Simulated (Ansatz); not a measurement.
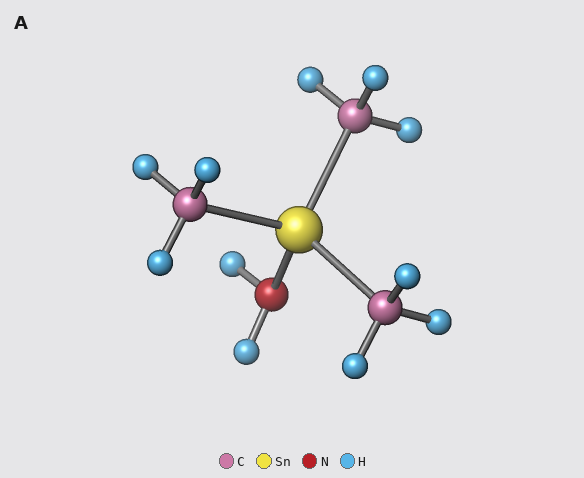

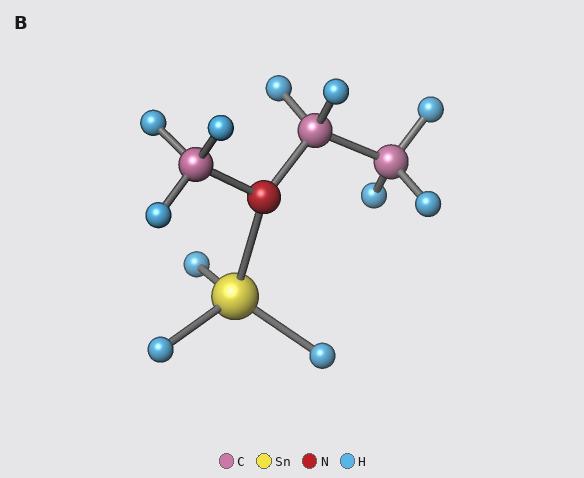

2 stationary structures of one formula. Geometries: PBE0-D4/def2-TZVP. Electronic energies: RHF-CCSD(T) (frozen core)/def2-SVP (Ansatz 0.2.0), without zero-point energy. Each is one conformer, not always the lowest.

> Rank them by energy, lowest first.

A is lowest (a minimum); B lies 97.4 kJ/mol above it (a minimum). A is `[CH3][Sn]([CH3])([CH3])[NH2]`, B is `CC[N](C)[SnH3]`.
